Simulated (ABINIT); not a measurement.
# TiO2 (C2/c): bands and cutoff in G0W0 with ABINIT

Aim: raise bands and screening cutoff together for TiO2 (C2/c) and follow gap and time.

Method: LDA and many-body steps on it, plane waves, in ABINIT 10.8.3.

## 1. The structure

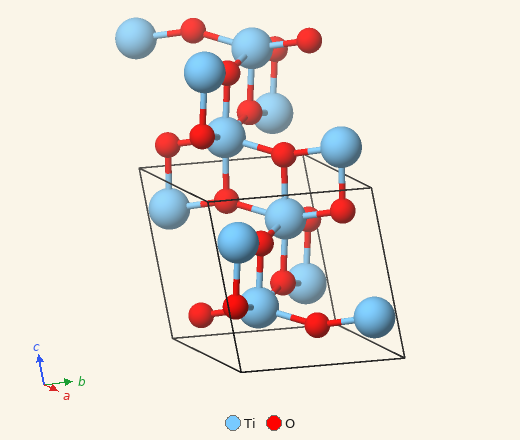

Start, viewed slightly off an axis; titanium blue, oxygen red. 1×1×2 cells are drawn. This picture shows the conventional cell, with its axes. Some periodic images of atoms are drawn too.

The cell and positions are those that the Materials Project relaxed with its own functionals (PBE, PBE+U or r2SCAN), kept fixed. This is not the form that TiO2 usually takes at ambient conditions.

## 2. Empty states on the mesh, 4×4×2 mesh, 419 bands

This step: ABINIT 10.8.3; DFT, LDA, plane waves, norm-conserving pseudopotentials.

The sums over transitions need many empty states on a uniform mesh; this step solves for them.

File run.abi:

```
acell 3*1.0 Angstrom
rprim 
  2.706034000000 -2.706655000000 -0.000000000000
  2.706034000000 2.706655000000 -0.000000000000
  -2.633531000000 -0.000000000000 4.796637000000
ntypat 2
znucl 22 8
natom 6
typat 1 1 2 2 2 2
xred 
  0.134110000000 0.865890000000 0.250000000000
  0.865890000000 0.134110000000 0.750000000000
  0.331221000000 0.088755000000 0.667149000000
  0.668779000000 0.911245000000 0.332851000000
  0.911245000000 0.668779000000 0.832851000000
  0.088755000000 0.331221000000 0.167149000000
pp_dirpath "pseudos"
pseudos "Ti.upf, O.upf"
ecut 38
ngkpt 4 4 2
nshiftk 1
shiftk 0 0 0
kptopt 1
chksymbreak 0
iscf -2
irdden 1
istwfk *1
nband 419
nbdbuf 38
tolwfr 1e-09
nstep 60
prtvol 0
indata_prefix "in"
outdata_prefix "out"
tmpdata_prefix "tmp"
```

On the command line:

```bash
$ OMP_NUM_THREADS=1 mpirun -n 4 abinit run.abi > log
```

Numbers of over 12 decimals in the logs are rounded to 6 here.

Log:

```text
.Version 10.8.3 of ABINIT. v10.8.2 released Aug 2026.

 Symmetries : space group C2/c (# 15); Bravais mC (1-face-center monocl.)
[... echo of the input left out ...]
== DATASET  1 ==================================================================
-   mpi_nproc: 4, omp_nthreads: 1 (-1 if OMP is not activated)

--- !DatasetInfo
iteration_state: {dtset: 1, }
dimensions: {natom: 6, nkpt: 14, mband: 419, nsppol: 1, nspinor: 1, nspden: 1, mpw: 5320, }
cutoff_energies: {ecut:  38.0, pawecutdg:  -1.0, }
[...]
6.30960    6.31913    6.34154    6.36167    6.37410    6.38383    6.39355    6.40521
   6.41039    6.41516    6.43489    6.44669    6.45015    6.45186    6.45621    6.45759
   6.48331    6.49081    6.50183
 prteigrs : prtvol=0 or 1, do not print more k-points.

== END DATASET(S) ==============================================================
================================================================================

 -outvars: echo values of variables after computation  --------
            nband         419
             nkpt          14
          spgroup          15
 [... the other variables as echoed above ...]

 Calculation completed.
```

Wall time 9.5 min (4 MPI ranks of Arm Neoverse V2, shared host); peak memory 0.83 GiB.

Numbers from this step:

* gap: 1.999 eV
* k of the valence top: 0.5, 0.5, 0
* k of the conduction bottom: 0, 0, 0
* least direct gap: 2.437 eV
* k points computed: 14
* lowest point of the top converged band, above the valence top: 160.3208 eV

On this mesh the gap is 1.999 eV.

The density comes from a self-consistent run that is not shown.

## 3. Screening, 4×4×2 mesh, 94 bands, screening to 93.3 eV

The RPA dielectric matrix is built and inverted for each q.

This step: RPA screening on LDA, plane waves, norm-conserving pseudopotentials.

Edit run.abi of step 2 so:

```diff
@@ -24,10 +24,11 @@
 chksymbreak 0
-iscf -2
-irdden 1
 istwfk *1
-nband 419
-nbdbuf 38
-tolwfr 1e-09
-nstep 60
-prtvol 0
+occopt 1
+irdwfk 1
+optdriver 3
+nband 94
+ecuteps 3.43
+inclvkb 2
+awtr 1
+symchi 1
 indata_prefix "in"
```

Log:

```text
.Version 10.8.3 of ABINIT. v10.8.2 released Aug 2026.

 Symmetries : space group C2/c (# 15); Bravais mC (1-face-center monocl.)
[... echo of the input left out ...]
== DATASET  1 ==================================================================
-   mpi_nproc: 4, omp_nthreads: 1 (-1 if OMP is not activated)

--- !DatasetInfo
iteration_state: {dtset: 1, }
dimensions: {natom: 6, nkpt: 14, mband: 94, nsppol: 1, nspinor: 1, nspden: 1, mpw: 5320, }
cutoff_energies: {ecut:  38.0, pawecutdg:  -1.0, }
electrons: {nelect:   4.80000000E+01, charge:   0.00000000E+00, occopt:   1.00000000E+00, tsmear:   1.00000000E-02, }

 SCREENING: Calculation of the susceptibility and dielectric matrices

 Based on a program developped by R.W. Godby, V. Olevano, G. Onida, and L. Reining.
 Incorporated in ABINIT by V. Olevano, G.-M. Rignanese, and M. Torrent.
.Using double precision arithmetic ; gwpc =  8

[... cell and pseudopotentials left out ...]
--------------------------------------------------------------------------------

 ==== K-mesh for the wavefunctions ====
 Number of points in the irreducible wedge :    14
[... list of points left out ...]
 Together with  4 symmetry operations and time-reversal symmetry
 yields    32 points in the full Brillouin Zone.

 ==== Q-mesh for the screening function ====
 Number of points in the irreducible wedge :    14
[... list of points left out ...]
 Together with  4 symmetry operations and time-reversal symmetry
 yields    32 points in the full Brillouin Zone.

 setmesh: FFT mesh size selected  =    25x   25x   36
          total number of points  =        22500

 vcoul_init : cutoff-mode = AUXILIARY_FUNCTION
 q-points for optical limit:   1
     1)      0.000010    0.000020    0.000030

- screening: taking advantage of time-reversal symmetry
- Maximum band index for partially occupied states nbvw = 24
- Remaining bands to be divided among processors   nbcw = 70
- Number of bands treated by each node ~17

 Number of electrons calculated from density =   48.0000; Expected =   48.0000
 average of density, n =  0.101231
 r_s =    1.3311
 omega_plasma =   30.6910 [eV]

 calculating chi0 at frequencies [eV] :
  1    0.000000E+00    0.000000E+00
  2    0.000000E+00    3.069103E+01

--------------------------------------------------------------------------------
  q-point number  1        q = ( 0.000000, 0.000000, 0.000000) [r.l.u.]
--------------------------------------------------------------------------------
[... chi0 elements left out ...]
 For q-point:  0.000010 0.000020 0.000030
  dielectric constant =   6.8361
  dielectric constant without local fields =   7.2535

  Average fulfillment of the sum rule on Im[epsilon] for q-point    1 :     49.63  [%]
[... wings left out ...]
  q-point number  2        q = ( 0.250000, 0.000000, 0.000000) [r.l.u.]
--------------------------------------------------------------------------------
[... chi0 elements left out ...]
  Average fulfillment of the sum rule on Im[epsilon] for q-point    2 :     60.97  [%]

 [... 12 further q-points ...]
```

Elapsed: 67 s, on 4 MPI ranks; peak memory 1.4 GiB; 4.5 min of CPU time.

This step gave:

```
ε∞ with local fields, on this mesh, along the program's q direction : 6.836
the same without local fields                                       : 7.253
plasma frequency                                                    : 30.69 eV
plane waves in the screening matrix                                 : 143
```

Local fields lower ε∞ by 6 %. On a Γ-centred mesh this coarse the value itself is usually too large, while a short band sum pulls it down.

## 4. 94 bands, 93.3 eV

The self-energy is evaluated for the states that the input lists, and the levels follow from it, in one-shot runs by the linearised quasiparticle equation.

This step: G0W0 on LDA, plane waves, norm-conserving pseudopotentials.

Edit run.abi of step 3 so:

```diff
@@ -27,8 +27,25 @@
 irdwfk 1
-optdriver 3
+optdriver 4
 nband 94
+gwcalctyp 0
+ecutsigx 38
+symsigma 1
+nkptgw 6
+kptgw 
+  0.5000000000 0.5000000000 0.0000000000
+  0.0000000000 0.0000000000 0.0000000000
+  0.5000000000 0.0000000000 0.0000000000
+  0.0000000000 0.0000000000 0.5000000000
+  0.5000000000 0.0000000000 0.5000000000
+  0.5000000000 0.5000000000 0.5000000000
+bdgw 
+  23 26
+  23 26
+  23 26
+  23 26
+  23 26
+  23 26
 ecuteps 3.43
-inclvkb 2
-awtr 1
-symchi 1
+irdscr 1
+ppmodel 1
 indata_prefix "in"
```

Log:

```text
.Version 10.8.3 of ABINIT. v10.8.2 released Aug 2026.

 Symmetries : space group C2/c (# 15); Bravais mC (1-face-center monocl.)
[... echo of the input left out ...]
== DATASET  1 ==================================================================
-   mpi_nproc: 4, omp_nthreads: 1 (-1 if OMP is not activated)

--- !DatasetInfo
iteration_state: {dtset: 1, }
dimensions: {natom: 6, nkpt: 14, mband: 94, nsppol: 1, nspinor: 1, nspden: 1, mpw: 5320, }
cutoff_energies: {ecut:  38.0, pawecutdg:  -1.0, }
electrons: {nelect:   4.80000000E+01, charge:   0.00000000E+00, occopt:   1.00000000E+00, tsmear:   1.00000000E-02, }

 SIGMA: Calculation of the GW corrections

 Based on a program developped by R.W. Godby, V. Olevano, G. Onida, and L. Reining.
 Incorporated in ABINIT by V. Olevano, G.-M. Rignanese, and M. Torrent.
.Using double precision arithmetic ; gwpc =  8

[... cell and pseudopotentials left out ...]
--------------------------------------------------------------------------------

 ==== K-mesh for the wavefunctions ====
 Number of points in the irreducible wedge :    14
[... list of points left out ...]
 Together with  4 symmetry operations and time-reversal symmetry
 yields    32 points in the full Brillouin Zone.

 ==== Q-mesh for screening function ====
 Number of points in the irreducible wedge :    14
[... list of points left out ...]
 Together with  4 symmetry operations and time-reversal symmetry
 yields    32 points in the full Brillouin Zone.

 vcoul_init : cutoff-mode = AUXILIARY_FUNCTION
 q-points for optical limit:   1
     1)      0.000010    0.000020    0.000030
 setmesh: FFT mesh size selected  =    40x   40x   54
          total number of points  =        86400

 Number of electrons calculated from density =   48.0000; Expected =   48.0000
 average of density, n =  0.101231
 r_s =    1.3311
 omega_plasma =   30.6910 [eV]

 === KS Band Gaps ===
  >>>> For spin  1
   Minimum direct gap =   2.4367 [eV], located at k-point      :   0.0000  0.0000  0.0000
   Fundamental gap    =   1.9994 [eV], Top of valence bands at :   0.5000  0.5000  0.0000
                                       Bottom of conduction at :   0.0000  0.0000  0.0000
 SIGMA fundamental parameters:
 PLASMON POLE MODEL  1
 number of plane-waves for SigmaX                 5313
 number of plane-waves for SigmaC and W            143
 number of plane-waves for wavefunctions          5313
 number of bands                                    94
 number of independent spin polarizations            1
 number of spinorial components                      1
 number of k-points in IBZ                          14
 number of q-points in IBZ                          14
 number of symmetry operations                       4
 number of k-points in BZ                           32
 number of q-points in BZ                           32
 number of frequencies for dSigma/dE                 9
 frequency step for dSigma/dE [eV]                0.25
 number of omega for Sigma on real axis              0
 max omega for Sigma on real axis  [eV]           0.00
 zcut for avoiding poles [eV]                     0.10

 EPSILON^-1 parameters (SCR file):
 dimension of the eps^-1 matrix on file            143
 dimension of the eps^-1 matrix used               143
 number of plane-waves for wavefunctions          5313
 number of bands                                    94
 number of q-points in IBZ                          14
 number of frequencies                               2
 number of real frequencies                          1
 number of imag frequencies                          1

 matrix elements of self-energy operator (all in [eV])

 Perturbative Calculation

--- !SelfEnergy_ee
iteration_state: {dtset: 1, }
kpoint     : [   0.500,    0.500,    0.000, ]
spin       : 1
KS_gap     :    3.196
QP_gap     :    5.012
Delta_QP_KS:    1.815
data: !SigmaeeData |
     Band     E0 <VxcDFT>   SigX SigC(E0)      Z dSigC/dE  Sig(E)    E-E0       E
       23   3.391 -19.786 -24.583   4.986   0.763  -0.311 -19.642   0.144   3.535
       24   3.403 -19.749 -24.520   4.971   0.762  -0.312 -19.596   0.153   3.555
       25   6.599 -20.878 -12.343  -5.978   0.770  -0.299 -18.910   1.968   8.567
       26   6.635 -20.802 -12.345  -5.912   0.770  -0.298 -18.841   1.961   8.595

--- !SelfEnergy_ee
iteration_state: {dtset: 1, }
kpoint     : [   0.000,    0.000,    0.000, ]
spin       : 1
KS_gap     :    2.437
QP_gap     :    4.109
Delta_QP_KS:    1.672
data: !SigmaeeData |
     Band     E0 <VxcDFT>   SigX SigC(E0)      Z dSigC/dE  Sig(E)    E-E0       E
       23   2.960 -19.259 -24.123   4.983   0.761  -0.314 -19.168   0.091   3.051
       24   2.966 -19.258 -24.146   5.007   0.761  -0.314 -19.167   0.091   3.057
[...]
--- !SelfEnergy_ee
iteration_state: {dtset: 1, }
kpoint     : [   0.500,    0.000,    0.000, ]
spin       : 1
KS_gap     :    3.788
QP_gap     :    5.613
Delta_QP_KS:    1.825
data: !SigmaeeData |
     Band     E0 <VxcDFT>   SigX SigC(E0)      Z dSigC/dE  Sig(E)    E-E0       E
[...]
--- !SelfEnergy_ee
iteration_state: {dtset: 1, }
kpoint     : [   0.000,    0.000,    0.500, ]
spin       : 1
KS_gap     :    2.490
QP_gap     :    4.165
Delta_QP_KS:    1.675
data: !SigmaeeData |
     Band     E0 <VxcDFT>   SigX SigC(E0)      Z dSigC/dE  Sig(E)    E-E0       E
[...]
--- !SelfEnergy_ee
iteration_state: {dtset: 1, }
kpoint     : [   0.500,    0.000,    0.500, ]
spin       : 1
KS_gap     :    3.644
QP_gap     :    5.446
Delta_QP_KS:    1.802
data: !SigmaeeData |
     Band     E0 <VxcDFT>   SigX SigC(E0)      Z dSigC/dE  Sig(E)    E-E0       E
[...]
--- !SelfEnergy_ee
iteration_state: {dtset: 1, }
kpoint     : [   0.500,    0.500,    0.500, ]
spin       : 1
KS_gap     :    3.240
QP_gap     :    5.051
Delta_QP_KS:    1.810
data: !SigmaeeData |
     Band     E0 <VxcDFT>   SigX SigC(E0)      Z dSigC/dE  Sig(E)    E-E0       E
[...]
24   3.382 -19.753 -24.520   4.962   0.763  -0.311 -19.604   0.149   3.531
       25   6.622 -20.841 -12.390  -5.906   0.770  -0.299 -18.882   1.959   8.582
       26   6.622 -20.841 -12.390  -5.906   0.770  -0.299 -18.882   1.959   8.582

== END DATASET(S) ==============================================================
================================================================================

 -outvars: echo values of variables after computation  --------
           etotal      0.0000000000E+00
            nband          94
             nkpt          14
          spgroup          15
 [... the other variables as echoed above ...]

 Calculation completed.
```

Elapsed: 14 s, on 4 MPI ranks; peak memory 1.1 GiB.

Numbers from this step:

```yaml
g0w0_gap_on_the_mesh: 3.611 eV
starting_gap_on_the_mesh: 1.999 eV
k_of_the_valence_top: 0.5, 0.5, 0
k_of_the_conduction_bottom: 0, 0, 0
z_at_the_valence_top: 0.762
z_at_the_conduction_bottom: 0.785
least_direct_g0w0_gap_on_the_computed_points: 4.109 eV
```

The gap on the mesh goes from 2.00 eV to 3.61 eV, a correction of +1.61 eV.

## 5. Screening, 4×4×2 mesh, 131 bands, screening to 123.5 eV

This step: RPA screening on LDA, plane waves, norm-conserving pseudopotentials.

Edit run.abi of step 4 so:

```diff
@@ -27,25 +27,8 @@
 irdwfk 1
-optdriver 4
-nband 94
-gwcalctyp 0
-ecutsigx 38
-symsigma 1
-nkptgw 6
-kptgw 
-  0.5000000000 0.5000000000 0.0000000000
-  0.0000000000 0.0000000000 0.0000000000
-  0.5000000000 0.0000000000 0.0000000000
-  0.0000000000 0.0000000000 0.5000000000
-  0.5000000000 0.0000000000 0.5000000000
-  0.5000000000 0.5000000000 0.5000000000
-bdgw 
-  23 26
-  23 26
-  23 26
-  23 26
-  23 26
-  23 26
-ecuteps 3.43
-irdscr 1
-ppmodel 1
+optdriver 3
+nband 131
+ecuteps 4.54
+inclvkb 2
+awtr 1
+symchi 1
 indata_prefix "in"
```

Log:

```text
.Version 10.8.3 of ABINIT. v10.8.2 released Aug 2026.

 Symmetries : space group C2/c (# 15); Bravais mC (1-face-center monocl.)
[... echo of the input left out ...]
== DATASET  1 ==================================================================
-   mpi_nproc: 4, omp_nthreads: 1 (-1 if OMP is not activated)

--- !DatasetInfo
iteration_state: {dtset: 1, }
dimensions: {natom: 6, nkpt: 14, mband: 131, nsppol: 1, nspinor: 1, nspden: 1, mpw: 5320, }
cutoff_energies: {ecut:  38.0, pawecutdg:  -1.0, }
electrons: {nelect:   4.80000000E+01, charge:   0.00000000E+00, occopt:   1.00000000E+00, tsmear:   1.00000000E-02, }

 SCREENING: Calculation of the susceptibility and dielectric matrices

 Based on a program developped by R.W. Godby, V. Olevano, G. Onida, and L. Reining.
 Incorporated in ABINIT by V. Olevano, G.-M. Rignanese, and M. Torrent.
.Using double precision arithmetic ; gwpc =  8

[... cell and pseudopotentials left out ...]
--------------------------------------------------------------------------------

 ==== K-mesh for the wavefunctions ====
 Number of points in the irreducible wedge :    14
[... list of points left out ...]
 Together with  4 symmetry operations and time-reversal symmetry
 yields    32 points in the full Brillouin Zone.

 ==== Q-mesh for the screening function ====
 Number of points in the irreducible wedge :    14
[... list of points left out ...]
 Together with  4 symmetry operations and time-reversal symmetry
 yields    32 points in the full Brillouin Zone.

 setmesh: FFT mesh size selected  =    25x   25x   36
          total number of points  =        22500

 vcoul_init : cutoff-mode = AUXILIARY_FUNCTION
 q-points for optical limit:   1
     1)      0.000010    0.000020    0.000030

- screening: taking advantage of time-reversal symmetry
- Maximum band index for partially occupied states nbvw = 24
- Remaining bands to be divided among processors   nbcw = 107
- Number of bands treated by each node ~26

 Number of electrons calculated from density =   48.0000; Expected =   48.0000
 average of density, n =  0.101231
 r_s =    1.3311
 omega_plasma =   30.6910 [eV]

 calculating chi0 at frequencies [eV] :
  1    0.000000E+00    0.000000E+00
  2    0.000000E+00    3.069103E+01

--------------------------------------------------------------------------------
  q-point number  1        q = ( 0.000000, 0.000000, 0.000000) [r.l.u.]
--------------------------------------------------------------------------------
[... chi0 elements left out ...]
 For q-point:  0.000010 0.000020 0.000030
  dielectric constant =   6.7970
  dielectric constant without local fields =   7.2667

  Average fulfillment of the sum rule on Im[epsilon] for q-point    1 :     58.70  [%]
[... wings left out ...]
  q-point number  2        q = ( 0.250000, 0.000000, 0.000000) [r.l.u.]
--------------------------------------------------------------------------------
[... chi0 elements left out ...]
  Average fulfillment of the sum rule on Im[epsilon] for q-point    2 :     67.91  [%]

 [... 12 further q-points ...]
```

The job ended after 1.9 min (4 MPI ranks; peak memory 1.6 GiB; 7.5 min of CPU time).

Numbers from this step:

```
ε∞ with local fields, on this mesh, along the program's q direction : 6.797
the same without local fields                                       : 7.267
plasma frequency                                                    : 30.69 eV
plane waves in the screening matrix                                 : 205
```

[end of part 1 of 2]

[Paths, hosts, dates, memory and timing lines, banners, echoed tables and standing remarks are left out of the program output.]

[Logs are printed without paths, hosts, clocks, repeated set-up lines and the standing remarks that a program may print on its own settings, such as how far it seeks lower states.]

[Runs of the session that timed out or met a known fault of the program may be left out.]

[Hosts, paths, dates, database ids (printed as entryN), source tags and the programs' standing remarks are cut or masked in the printed files.]

[G0W0 gaps are taken among the corrected bands and points alone; a level outside them can change the order at an edge.]

[Where Ansatz stands beside ABINIT at settings called matched, ABINIT's density can come from a denser mesh and the files from another edition; pairs whose starting gaps differed by over 0.03 eV were left out, so agreement reads better than it is.]
